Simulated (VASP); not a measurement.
Band structure of Cu₃N (space group Pm-3m). Method: PBE GGA, VASP's PBE PAW potentials (set 64) (plane waves; VASP).

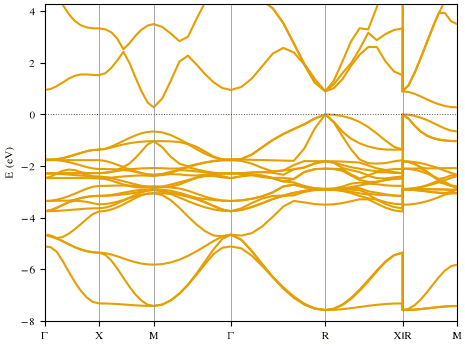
Fig. 1. Bands along high-symmetry lines, zero at the valence-band maximum or, without a gap, the Fermi level

### Question
Read the plot: is there a gap, and where are the band edges?

### Answer
The gap is indirect, 0.27 eV, from the valence maximum at R to the conduction minimum at M.

The structure comes from a computed database's Cu3N entry; how it stands against other phases isn't given here. The cell was not relaxed at this level.
